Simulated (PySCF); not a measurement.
## Electronic structure of C2H9OSi2 (doublet) in real space

```xyz
14

C    -2.2481    0.7557    0.0302
O    -1.3373   -0.1042   -0.4806
C    -0.8366   -1.1027    0.3831
Si    0.6963   -0.3670    1.2870
Si    2.0996    0.5081   -0.3249
H    -2.5583    0.6614    1.0549
H    -2.3314    1.6829   -0.5010
H    -0.5648   -1.9493   -0.2501
H    -1.6139   -1.4385    1.0755
H     0.1365    0.6357    2.2066
H     1.2235   -1.4361    2.1462
H     1.6882    0.1636   -1.6876
H     2.1735    1.9712   -0.2502
H     3.4721    0.0188   -0.1511
```

Geometry: GFN2-xTB.

All numbers below come from PySCF, UKS B3LYP, pcH-1 on C H O Si, non-relativistic, mean-field spin-orbit, GIAO.

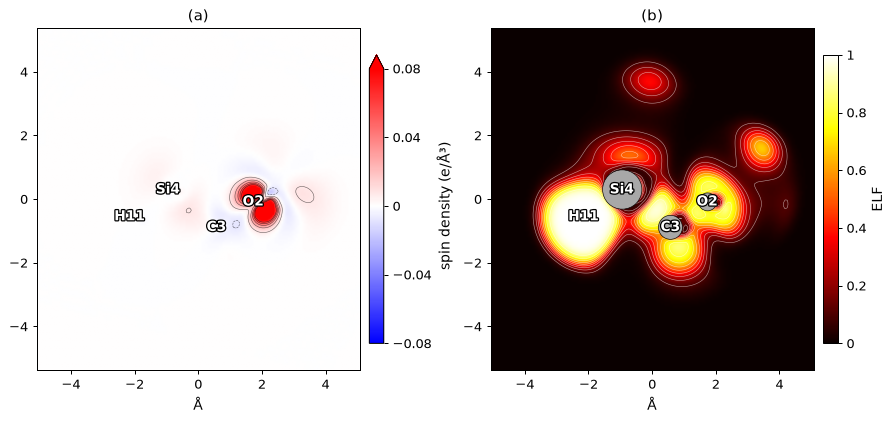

Figure 1. (a) spin density; (b) electron localisation function on the plane of atoms O2, C3 and Si4. Grey discs cover the atomic cores in the ELF map.

**What does the map show?**

The plane passes through O, C, Si and H nuclei. C–Si (1.93 Å): the ELF peaks at about 0.95 between the atoms: a shared electron pair. C–O (1.41 Å): the ELF peaks at about 0.85 between the atoms; a shared but strongly polarised pair. Si–H (1.47 Å): the ELF climbs to about 1 towards the hydrogen, as it does in any bond to H; a covalent bond by its length. The ELF also peaks beside O2, away from the bonds: non-bonding electrons, paired or unpaired. The unpaired spin (1 electron) lies mostly on C1 (about 0.6), O2 (about 0.2) and H7 (about 0.1), in electrons by Hirshfeld's partition.

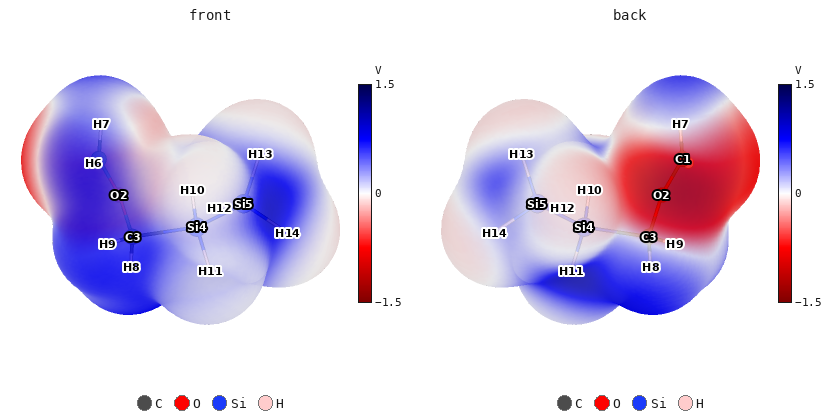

Figure 2. The molecular electrostatic potential painted on the density surface at 0.001 e/bohr³, seen from the front and from behind; the colour scale runs from red (negative) to blue (positive).

**Where is the surface potential most negative and most positive?**

The most negative region (about −1.1 V) lies over O2, the most positive (about +1.0 V) over Si4 and Si5. O2 is the likeliest acceptor of a hydrogen bond.
